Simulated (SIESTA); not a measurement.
Band structure of Ag (Fm-3m, 1 atom in the cell).

```
CELL_PARAMETERS angstrom
      0.00000     2.06080     2.06080
      2.06080     0.00000     2.06080
      2.06080     2.06080     0.00000
ATOMIC_POSITIONS crystal
  Ag 0.00000 0.00000 0.00000
```

Method of the run: GGA PBE, numerical atomic orbitals TZP, PseudoDojo PBE standard norm-conserving potentials (rewritten from UPF to PSML) (SIESTA).

Settings: XC.functional = GGA; XC.authors = PBE; potentials = PseudoDojo PBE standard; PAO.BasisSize = TZP; PAO.EnergyShift = 0.01 Ry; MeshCutoff = 350 Ry; kgrid.MonkhorstPack = 9 9 9; OccupationFunction = MP; OccupationMPOrder = 0; ElectronicTemperature = 3156.43 K; MaxSCFIterations = 150; SCF.Mixer.Method = Pulay; SCF.Mixer.Weight = 0.2; SCF.Mixer.History = 8.

The starting cell comes from a database of computed structures (which also holds hypothetical and non-ambient phases and stackings), without a prior relaxation at this level. Its lattice was rescaled by a random factor within 2.5 % of one. Values carry the incompleteness of an atom-centred basis.

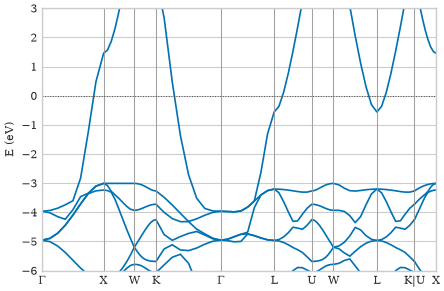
Figure. Bands along the path, energies from the Fermi level.

Levels in eV from the Fermi level, bands 6 to 11:
| point | 6 | 7 | 8 | 9 | 10 | 11 |
|---|---|---|---|---|---|---|
| Γ | -4.96 | -4.96 | -4.96 | -3.97 | -3.97 | 26.23 |
| X | -6.35 | -3.24 | -3.01 | -3.01 | 1.46 | 6.96 |
| W | -5.20 | -5.20 | -3.93 | -3.01 | 5.85 | 5.85 |
| K | -5.69 | -4.25 | -3.73 | -3.27 | 4.06 | 5.18 |
| L | -4.97 | -4.97 | -3.21 | -3.21 | -0.56 | 3.33 |
| U | -5.69 | -4.25 | -3.73 | -3.27 | 4.06 | 5.18 |

Bands cross the Fermi level along this path, so the cell is metallic at this level.

Higher empty bands are left out: an atom-centred basis made for the valence describes them poorly.
